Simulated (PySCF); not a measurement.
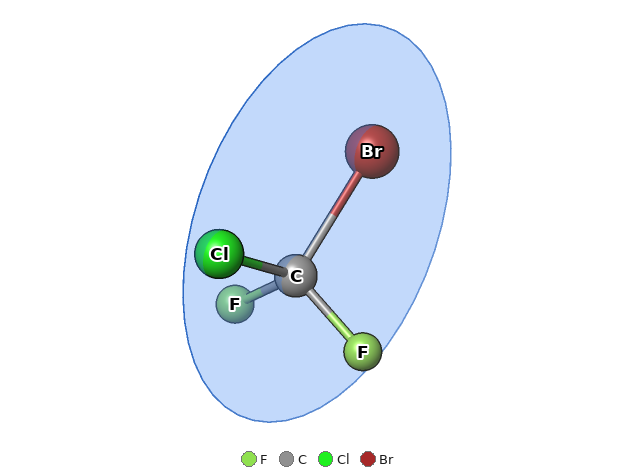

All proper rotation axes (lines) and mirror planes (discs) of the structure are drawn in. Depth is shown by fading: the farther an atom, the more it takes the colour of the background. Computed geometry: PBE0-D3(BJ)/def2-SVP optimisation. No frequency run is at hand to confirm it as a minimum.

Name the symmetry elements and the point group.

Answer. It has 1 mirror plane. Point group Cs. The group has 2 operations. The geometry is achiral, and symmetry allows a dipole moment.
